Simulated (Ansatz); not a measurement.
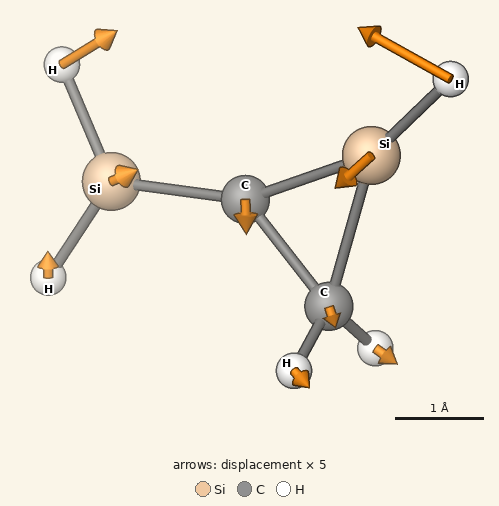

A relaxation of C₂H₅Si₂ (charge +1). The starting structure is drawn; orange arrows show the displacements, magnified 5 times. The two geometries are superimposed by the best rigid fit.

A ball-and-stick model, seen at a tilt.

Method: RKS PBE0-D4/def2-TZVP (Ansatz).

Input file:
```yaml
crystal:
  periodic: [false, false, false]
  atoms:
    - {symbol: Si, position_ang: [-0.901180, 1.396720, -0.970840]}
    - {symbol: C, position_ang: [0.087900, 0.109890, -0.216930]}
    - {symbol: Si, position_ang: [1.477130, -1.023830, -0.035090]}
    - {symbol: C, position_ang: [-0.028600, -0.814370, 1.073240]}
    - {symbol: H, position_ang: [-0.422310, 2.012190, -2.194670]}
    - {symbol: H, position_ang: [-2.164190, 1.868190, -0.427570]}
    - {symbol: H, position_ang: [2.723250, -1.675230, -0.339310]}
    - {symbol: H, position_ang: [-0.823760, -1.551540, 1.075520]}
    - {symbol: H, position_ang: [0.051770, -0.322020, 2.035640]}
basis:
  gaussian: {orbitals: def2-TZVP}
total_charge: 1
hamiltonian: {xc: pbe0, dispersion: d4}
relax: {f_tol: 0.005, max_steps: 200}
```

Launched with:
```bash
ansatz run in.yaml --threads 2 --pin off --events-out ev --progress --plain --max-ram 4352MiB
```

Describe the change and its energy.

After 9 accepted moves (10 points after the start) the energy has fallen by 0.284 eV. Largest force component: 3.3 eV/Å at the start, 0.0019 eV/Å at the end. The line search rejected the trial step at point 8 of the run. The atom that moves furthest after the best rigid fit is H7 (0.27 Å). By element the largest moves are H 0.27 Å, Si 0.13 Å, C 0.08 Å. Among the contacts that change: C2–Si3 1.802 → 1.710 Å, Si3–C4 1.881 → 1.815 Å, Si1–C2 1.790 → 1.723 Å, Si3–H7 1.439 → 1.475 Å. Bond angles that change, for instance: C2–Si3–H7 158.6° → 150.5°, C4–Si3–H7 150.3° → 156.3°, Si1–C2–C4 135.9° → 141.3°.
